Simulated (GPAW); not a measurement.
## B/Pd(100) in an electric field

Wanted: the out-of-plane polarisability of B/Pd(100).

Main program and level: GPAW 26.7.0; GPAW, PAW setups; slab in vacuum, relaxation, in the first sound run; inputs show where later runs differ.

## 1. The structure

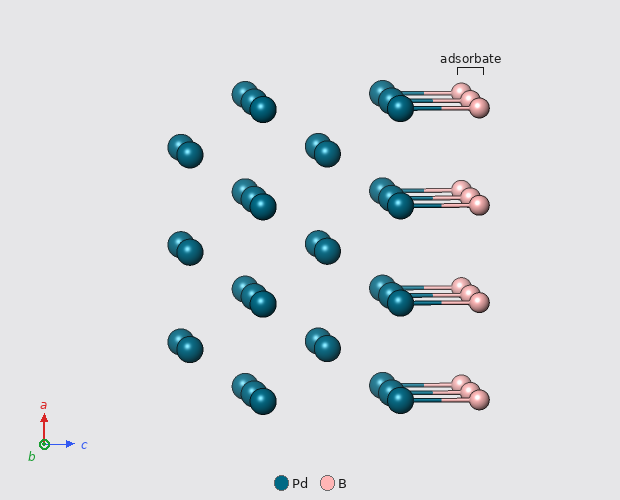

The cell as given, from the side, with the c axis across the page (palladium blue, boron pink). 3×2×1 cells are drawn. Some periodic images of atoms are drawn too.

The cell holds 5 atoms: 4 Pd and 1 B. Cell: a = 2.751 Å, b = 2.751 Å, c = 26.065 Å, α = 90.0°, β = 90.0°, γ = 90.0°. Vacuum lies along c.

## 2. Relaxation

The atoms are relaxed first, since the surface dipole, and with it the work function, follows the positions of the outer layers. The lowest 2 atoms are held at bulk positions and keep their forces.

run.py reads:

```python
import json
import numpy as np
from ase import Atoms
from ase.constraints import FixAtoms
from ase.optimize import BFGS
from gpaw import GPAW, PW

slab = Atoms(
    ['Pd', 'Pd', 'Pd', 'Pd', 'B'],
    positions=[
        [1.37532, 1.37532, 9.00000],
        [0.00000, 0.00000, 10.94500],
        [1.37532, 1.37532, 12.89000],
        [0.00000, 0.00000, 14.83500],
        [0.00000, 0.00000, 17.06500]],
    cell=[[2.75065, 0.0, 0.0], [0.0, 2.75065, 0.0], [0.0, 0.0, 26.065]],
    pbc=[True, True, False])

slab.calc = GPAW(mode=PW(500), xc='PBE', kpts={'size': (11, 11, 1), 'gamma': True},
                 occupations={'name': 'fermi-dirac', 'width': 0.1}, nbands='200%',
                 convergence={'density': 1e-05}, maxiter=200,
                 poissonsolver={'dipolelayer': 'xy'},
                 symmetry={'tolerance': 1e-3, 'extra_ids': [1, 1, 0, 0, 0]}, txt='slab.txt')
result = {}
slab.set_constraint(FixAtoms([0, 1]))
path = []
opt = BFGS(slab, maxstep=0.2)
opt.attach(lambda: path.append((slab.get_potential_energy(), slab.positions.tolist(), slab.get_forces().tolist())))
result['relaxed'] = bool(opt.run(fmax=0.03, steps=40))
result['path'] = path
energy = slab.get_potential_energy()
fermi = slab.calc.get_fermi_level()
v = slab.calc.get_electrostatic_potential().mean((0, 1)) - fermi
n = slab.calc.get_pseudo_density().mean((0, 1))
L = slab.cell[2, 2]
z = np.arange(len(v)) * L / len(v)
low, high = slab.positions[:, 2].min(), slab.positions[:, 2].max()
below, above = np.interp([low - 6.8, high + 6.8], z, v)
slopes = [np.interp(x, z, np.gradient(v, z)) for x in (low - 6.8, high + 6.8)]
eps = np.array([[slab.calc.get_eigenvalues(k, s) for k in range(len(slab.calc.get_ibz_k_points()))]
                for s in range(slab.calc.get_number_of_spins())]) - fermi
top, bottom = eps[eps < 0].max(), eps[eps > 0].min()
dipole = slab.get_dipole_moment()[2]
print(f'energy {energy:.4f} eV, Fermi level {fermi:.4f} eV, dipole {dipole:.5f} e A')
print(f'potential 6.8 A off the faces, from the Fermi level: lower {below:.4f} eV, upper {above:.4f} eV')
print(f'slope of the potential there: lower {slopes[0]:.5f}, upper {slopes[1]:.5f} eV/A')
print(f'nearest levels on the mesh: {top:.4f} and {bottom:.4f} eV')
print('magnetic moment', round(slab.get_magnetic_moment(), 3))
result.update(energy=energy, fermi=fermi, dipole=dipole, below=below, above=above, slopes=slopes, edges=[top, bottom],
              z=z.tolist(), v=v.tolist(), n=n.tolist(), positions=slab.positions.tolist(),
              forces=slab.get_forces(apply_constraint=False).tolist(), moments=slab.get_magnetic_moments().tolist())
json.dump(result, open('result.json', 'w'))
```

Run with:

```
> OMP_NUM_THREADS=1 OPENBLAS_NUM_THREADS=1 python run.py
```

Output:

```text
Step          Energy          fmax
BFGS:    0      -18.139515        2.469228
BFGS:    1      -18.279664        2.277773
BFGS:    2      -18.644789        1.524018
BFGS:    3      -18.661771        0.938128
BFGS:    4      -18.696493        0.493939
BFGS:    5      -18.702613        0.441729
BFGS:    6      -18.706978        0.342888
BFGS:    7      -18.713995        0.072942
BFGS:    8      -18.714102        0.028857
energy -18.6077 eV, Fermi level -0.3423 eV, dipole -0.02870 e A
potential 6.8 A off the faces, from the Fermi level: lower 5.0840 eV, upper 5.7792 eV
slope of the potential there: lower 0.00003, upper 0.00003 eV/A
nearest levels on the mesh: -0.0037 and 0.0257 eV
magnetic moment 0.0
```

Run time: 29 min. Hardware: 1 thread of Arm Neoverse V2, shared host; peak memory 0.33 GiB.

The steps of the relaxation:

```csv
step,energy less that of the first step (eV),largest force (eV/Å)
1,0.0000,2.4692
2,-0.1420,2.2778
3,-0.5241,1.5240
4,-0.5343,0.9381
5,-0.5720,0.4939
6,-0.5795,0.4417
7,-0.5845,0.3429
8,-0.5926,0.0729
9,-0.5926,0.0289
```

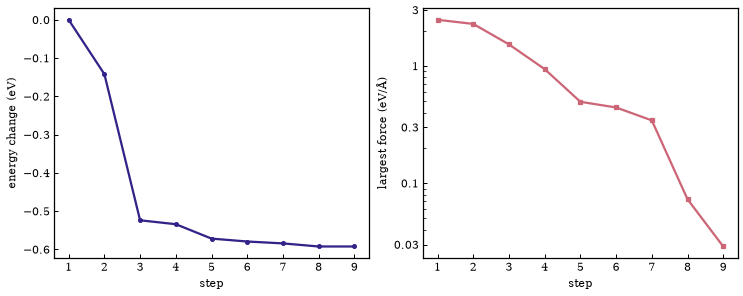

Energy and largest force along the relaxation.

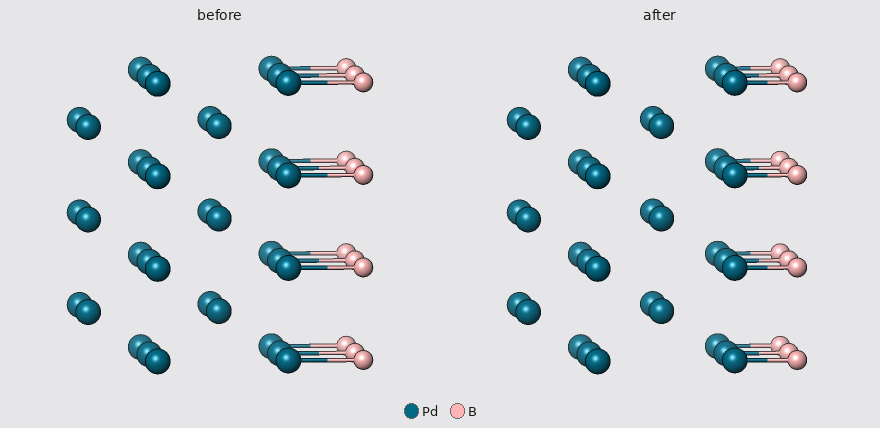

The structure before and after the relaxation, drawn at the same scale.

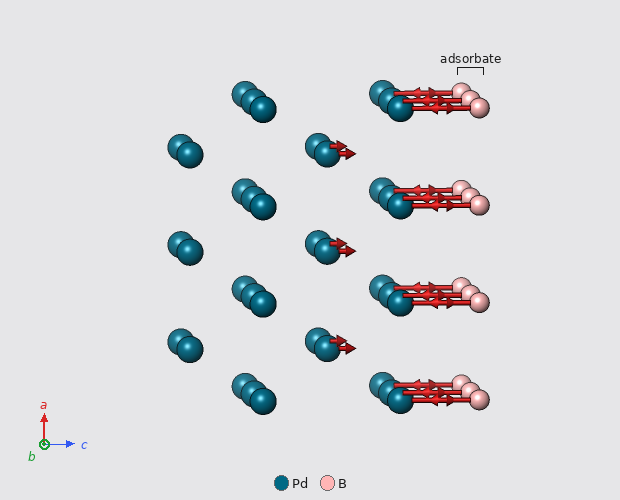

Displacements in the relaxation, exaggerated; the longest in the cell stands for 0.19 Å. 3×2×1 cells are drawn. Some periodic images of atoms are drawn too.

The atoms that moved most (Å):

```csv
atom,dx,dy,dz,length
Pd4,0.000,0.000,0.190,0.190
B5,0.000,0.000,-0.181,0.181
Pd3,0.000,0.000,0.075,0.075
```

Final coordinates:

```xyz
5
Lattice="2.7506 0.0000 0.0000 0.0000 2.7506 0.0000 0.0000 0.0000 26.0650" Properties=species:S:1:pos:R:3
Pd    1.3753    1.3753    9.0000
Pd    0.0000    0.0000   10.9450
Pd    1.3753    1.3753   12.9647
Pd    0.0000    0.0000   15.0246
B     0.0000    0.0000   16.8840
```

Numbers from this step:

```yaml
dipole_along_the_normal: -0.02870 e·Å
levels_nearest_the_fermi_level_on_the_mesh: -0.003677, 0.02571 eV from the Fermi level
upper_work_function: 5.779 eV
lower_work_function: 5.084 eV
```

The electrostatic potential energy of an electron (without an applied field's), less the Fermi level, planar mean oscillates, so the rows of the table below give means over windows of 2.03 Å about each position, cut where the curve ends. Its maxima inside the range that stand out by 2 % of the span (Å: eV): 9.9: -1.04, 12.0: -0.532, 14.0: -0.622, 16.1: 0.549. Its minima: 9.0: -19.3, 10.9: -19.4, 12.9: -19.4, 15.1: -19.6, 16.9: -10.0.

Table of electrostatic potential energy of an electron (without an applied field's), less the Fermi level, planar mean by z; means over each step:

```csv
z (Å),"electrostatic potential energy of an electron (without an applied field's), less the Fermi level, planar mean (eV)"
1.01,5.12
3.04,5.08
5.08,5.08
7.11,4.26
9.14,-8.75
11.17,-8.95
13.20,-8.97
15.23,-8.88
17.26,-1.65
19.29,5.67
21.32,5.78
23.35,5.78
25.38,5.76
```

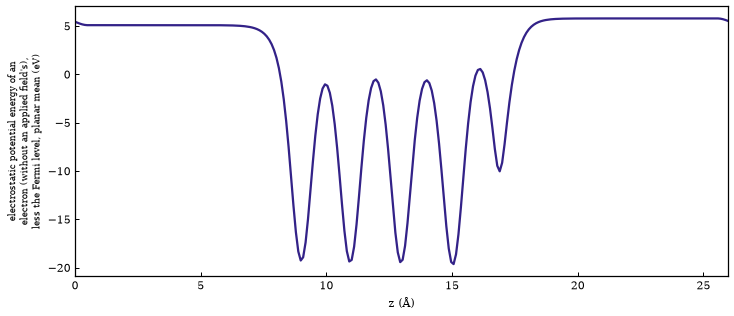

Electrostatic potential energy of an electron (without an applied field's), less the Fermi level, planar mean against z.

The pseudo valence density, planar mean oscillates, so the rows of the table below give means over windows of 1.93 Å about each position, cut where the curve ends. Its maxima inside the range that stand out by 2 % of the span (Å: e/Å³): 9.1: 2.33, 11.0: 2.36, 12.9: 2.40, 15.1: 2.40. Its minima: 10.0: 0.357, 12.0: 0.315, 14.1: 0.298.

Pseudo valence density, planar mean against z; means over each step:

```csv
z (Å),"pseudo valence density, planar mean (e/Å³)"
4.83,6.9e-5
6.76,0.0120
8.69,1.02
10.62,1.09
12.55,1.07
14.48,1.03
16.41,0.319
18.34,0.0492
20.27,2.7e-4
22.20,0
```

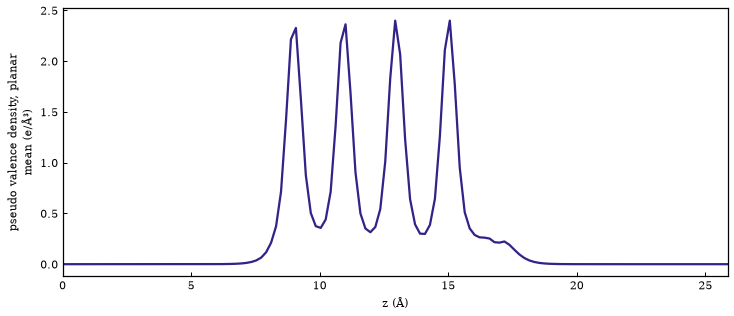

Pseudo valence density, planar mean against z.

The relaxation lowered the energy of the cell by 0.593 eV (energies extrapolated to zero smearing; the optimiser's log prints free energies). The largest force left on a free atom is 0.029 eV/Å.

## 3. Plane waves, PBE

The work function is the vacuum plateau of the electrostatic potential less the Fermi level; a dipole layer lets the two faces have plateaus of their own.

This step: GPAW, PAW setups; slab in vacuum (GPAW 26.7.0).

run.py, as its differences from that of step 2:

```diff
@@ -3,4 +3,2 @@
 from ase import Atoms
-from ase.constraints import FixAtoms
-from ase.optimize import BFGS
 from gpaw import GPAW, PW
@@ -12,5 +10,5 @@
         [0.00000, 0.00000, 10.94500],
-        [1.37532, 1.37532, 12.89000],
-        [0.00000, 0.00000, 14.83500],
-        [0.00000, 0.00000, 17.06500]],
+        [1.37532, 1.37532, 12.96469],
+        [-0.00000, 0.00000, 15.02456],
+        [0.00000, 0.00000, 16.88405]],
     cell=[[2.75065, 0.0, 0.0], [0.0, 2.75065, 0.0], [0.0, 0.0, 26.065]],
@@ -22,10 +20,4 @@
                  poissonsolver={'dipolelayer': 'xy'},
-                 symmetry={'tolerance': 1e-3, 'extra_ids': [1, 1, 0, 0, 0]}, txt='slab.txt')
+                 symmetry={'tolerance': 1e-3}, txt='slab.txt')
 result = {}
-slab.set_constraint(FixAtoms([0, 1]))
-path = []
-opt = BFGS(slab, maxstep=0.2)
-opt.attach(lambda: path.append((slab.get_potential_energy(), slab.positions.tolist(), slab.get_forces().tolist())))
-result['relaxed'] = bool(opt.run(fmax=0.03, steps=40))
-result['path'] = path
 energy = slab.get_potential_energy()
```

Output:

```text
energy -18.6077 eV, Fermi level -0.3424 eV, dipole -0.02905 e A
potential 6.8 A off the faces, from the Fermi level: lower 5.0839 eV, upper 5.7792 eV
slope of the potential there: lower 0.00005, upper -0.00005 eV/A
nearest levels on the mesh: -0.0037 and 0.0257 eV
magnetic moment 0.0
```

It took 6.2 min on 1 thread; peak memory 0.32 GiB.

Numbers from this step:

```
dipole along the normal                    : -0.02905 e·Å
levels nearest the Fermi level on the mesh : -0.003702, 0.02567 eV from the Fermi level
```

The electrostatic potential energy of an electron (without an applied field's), less the Fermi level, planar mean oscillates, so the rows of the table below give means over windows of 2.03 Å about each position, cut where the curve ends. Its maxima inside the range that stand out by 2 % of the span (Å: eV): 9.9: -1.04, 12.0: -0.532, 14.0: -0.623, 16.1: 0.549. Its minima: 9.0: -19.3, 10.9: -19.4, 12.9: -19.4, 15.1: -19.6, 16.9: -10.0.

Table of electrostatic potential energy of an electron (without an applied field's), less the Fermi level, planar mean by z; means over each step:

(Unchanged from step 2.)

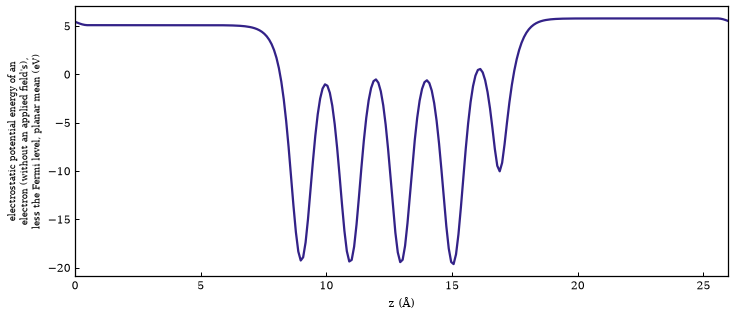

Electrostatic potential energy of an electron (without an applied field's), less the Fermi level, planar mean against z.

The pseudo valence density, planar mean oscillates, so the rows of the table below give means over windows of 1.93 Å about each position, cut where the curve ends. Its maxima inside the range that stand out by 2 % of the span (Å: e/Å³): 9.1: 2.33, 11.0: 2.36, 12.9: 2.40, 15.1: 2.40. Its minima: 10.0: 0.357, 12.0: 0.315, 14.1: 0.298.

Pseudo valence density, planar mean against z; means over each step:

```csv
z (Å),"pseudo valence density, planar mean (e/Å³)"
4.83,6.9e-5
6.76,0.0120
8.69,1.02
10.62,1.09
12.55,1.07
14.48,1.03
16.41,0.319
18.34,0.0492
20.27,2.7e-4
22.20,0
```

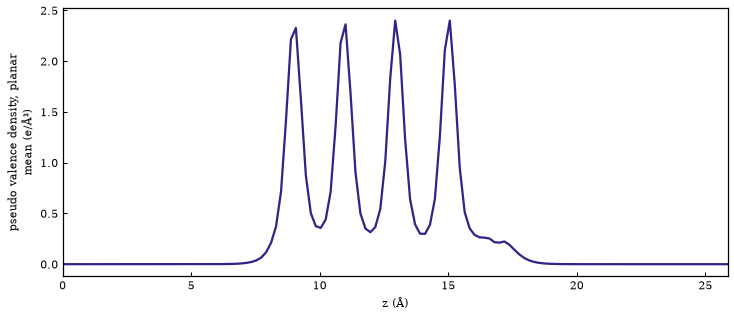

Pseudo valence density, planar mean, plotted against z.

Force by atom:

```csv
atom,x (eV/Å),y (eV/Å),z (eV/Å),size
Pd1,0.000,0.000,-0.185,0.185
Pd2,0.000,0.000,0.139,0.139
Pd3,0.000,0.000,0.005,0.005
Pd4,0.000,0.000,0.012,0.012
B5,0.000,0.000,0.030,0.030
```

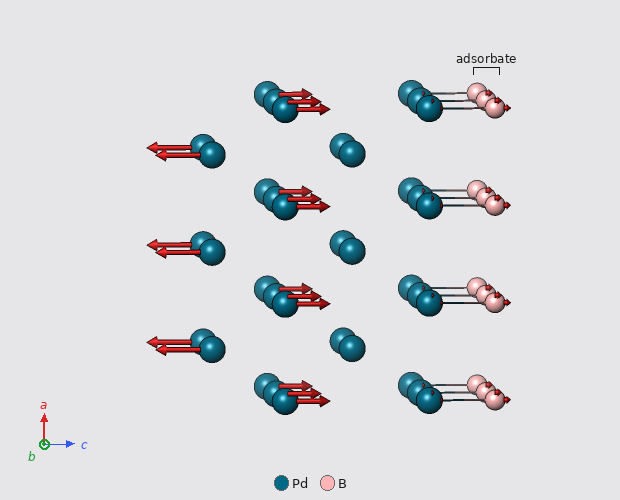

Force as arrows, the longest 0.185 eV/Å. 3×2×1 cells are drawn. Some periodic images of atoms are drawn too.

The potential is flat to 4.9e-5 eV/Å where it is read, so the vacuum is wide enough.

## 4. Field on

A uniform field along the normal polarises the slab; the atoms stay fixed, so this is the electronic response alone.

run.py, as its differences from that of step 3:

```diff
@@ -4,2 +4,3 @@
 from gpaw import GPAW, PW
+from gpaw.external import ConstantElectricField
 
@@ -20,2 +21,3 @@
                  poissonsolver={'dipolelayer': 'xy'},
+                 external=ConstantElectricField(-0.2, [0, 0, 1]),
                  symmetry={'tolerance': 1e-3}, txt='slab.txt')
```

Output:

```text
energy -18.6221 eV, Fermi level -0.3126 eV, dipole -0.11780 e A
potential 6.8 A off the faces, from the Fermi level: lower 3.9730 eV, upper 6.7903 eV
slope of the potential there: lower 0.00006, upper -0.00001 eV/A
nearest levels on the mesh: -0.0030 and 0.0262 eV
magnetic moment 0.0
```

Wall time 11 min (1 thread); peak memory 0.62 GiB.

This step gave:

```
dipole along the normal                                         : -0.1178 e·Å
levels nearest the Fermi level on the mesh                      : -0.002994, 0.02616 eV from the Fermi level
potential below the slab, the applied field's own ramp left out : 3.973 eV from the Fermi level
potential above the slab, the applied field's own ramp left out : 6.790 eV from the Fermi level
```

The electrostatic potential energy of an electron (without an applied field's), less the Fermi level, planar mean oscillates, so the rows of the table below give means over windows of 2.08 Å about each position, cut where the curve ends. Its maxima inside the range that stand out by 2 % of the span (Å: eV): 9.9: -1.66, 12.0: -0.745, 14.0: -0.431, 16.1: 1.17, 22.6: 6.79. Its minima: 9.0: -20.1, 10.9: -19.8, 12.9: -19.5, 15.1: -19.2, 16.9: -9.27.

The electrostatic potential energy of an electron (without an applied field's), less the Fermi level, planar mean by z; means over each step:

```csv
z (Å),"electrostatic potential energy of an electron (without an applied field's), less the Fermi level, planar mean (eV)"
1.04,4.10
3.12,3.97
5.20,3.97
7.28,2.62
9.36,-9.67
11.44,-9.25
13.52,-8.83
15.60,-7.79
17.68,0.971
19.76,6.76
21.84,6.79
23.92,6.79
```

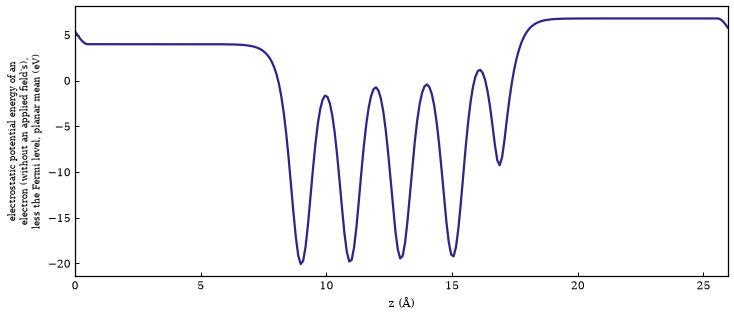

Electrostatic potential energy of an electron (without an applied field's), less the Fermi level, planar mean against z.

Force by atom:

```csv
atom,x (eV/Å),y (eV/Å),z (eV/Å),size
Pd1,0.000,0.000,-0.186,0.186
Pd2,0.000,0.000,0.136,0.136
Pd3,0.000,0.000,0.003,0.003
Pd4,0.000,0.000,0.009,0.009
B5,0.000,0.000,0.035,0.035
```

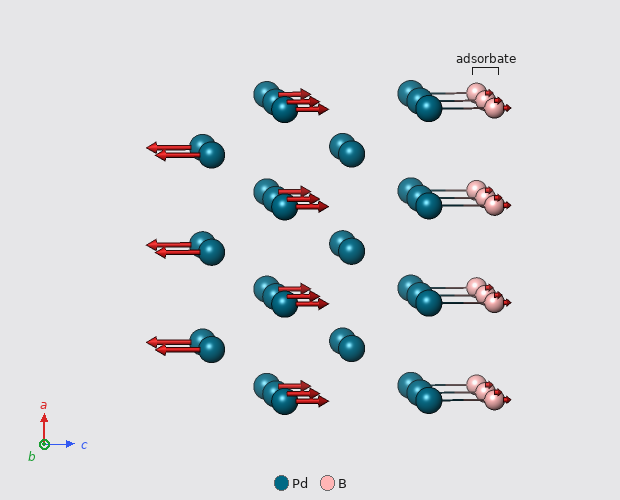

Force as arrows, the longest 0.186 eV/Å. 3×2×1 cells are drawn. Some periodic images of atoms are drawn too.

The dipole is now -0.118 e Å, against -0.029 in the run without a field.

(Part 1 of 2 ends here.)

[Logs are printed without paths, hosts, clocks, repeated set-up lines and the standing remarks that a program may print on its own settings, such as how far it seeks lower states.]

[Hosts, paths, dates, database ids (printed as entryN), source tags and the programs' standing remarks are cut or masked in the printed files.]
